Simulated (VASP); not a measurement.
Given:

```
CELL_PARAMETERS angstrom
     -1.59298     1.59298     1.59298
      1.59298    -1.59298     1.59298
      1.59298     1.59298    -1.59298
ATOMIC_POSITIONS crystal
  W  0.00000 0.00000 0.00000
```

The numbers are results of optB88-vdW, VASP's PBE PAW potentials (set 64) (plane waves; VASP 6.6.1), not measurements. Settings: 520 eV cut-off, 18×18×18 Γ-centred mesh, tetrahedra with Blöchl corrections, potentials W_sv.

Unless said otherwise, spin-orbit coupling is left out, though it shifts the bands of the heavy elements here.

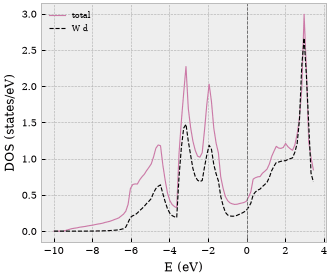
Figure. Total and projected density of states, zero at the Fermi level

Within 2 eV below the Fermi level the largest weight inside VASP's projection spheres is W d.

It has no gap at this level: it comes out as a metal or semimetal.

The compound is W in the bcc structure. It was relaxed first.
